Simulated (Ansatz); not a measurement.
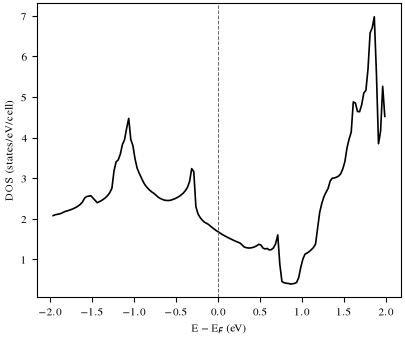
Figure: Density of states of TiAl3 (I4/mmm) near the Fermi level, PBEsol, rigid bands (Ansatz, a quantum-chemistry and plane-wave program).

**Question.** With 4 atoms a cell, what bare Sommerfeld coefficient γ = (π²/3) k_B² N(E_F) follows?

**Answer.** N(E_F) ≈ 1.69 states/eV a cell at 300 K, so γ ≈ 0.99 mJ/(mol of atoms·K²), before many-body enhancement (phonons, spin fluctuations, correlation).

**Question.** How far does the Fermi level move in a rigid band for 0.1 electron a cell added or removed?

**Answer.** 61 meV and -58 meV.

A metal at this level (no band gap); rigid bands, thermally averaged at 300 K, both spins. Spin-orbit coupling is left out. Geometry: cell and atoms relaxed with PBEsol.

Computed structure with no diffraction record at hand here (it may be known, metastable or hypothetical): TiAl3 (I4/mmm).
